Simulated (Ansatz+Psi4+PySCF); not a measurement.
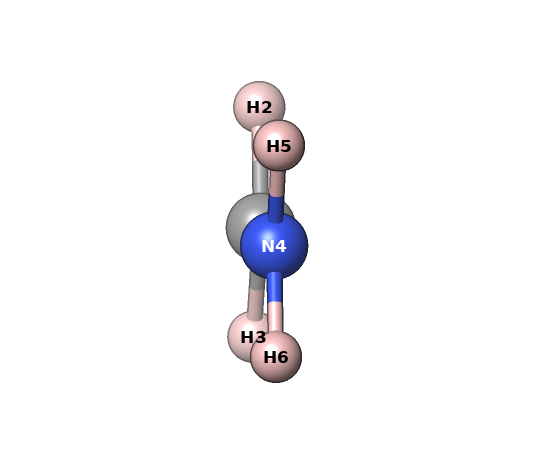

The picture comes from a calculation with Ansatz+Psi4+PySCF.

C1 lies behind N4. The molecule seen nearly along the N4–C1 bond, N4 in front. Atoms fade into the background with distance from the viewer. State: neutral, doublet. Geometry: a fixed input geometry, not necessarily a minimum.

**What is the torsion angle H5–N4–C1–H2? The sign is positive where the front bond must turn clockwise to cover the back bond.**

2°, synperiplanar (eclipsed).
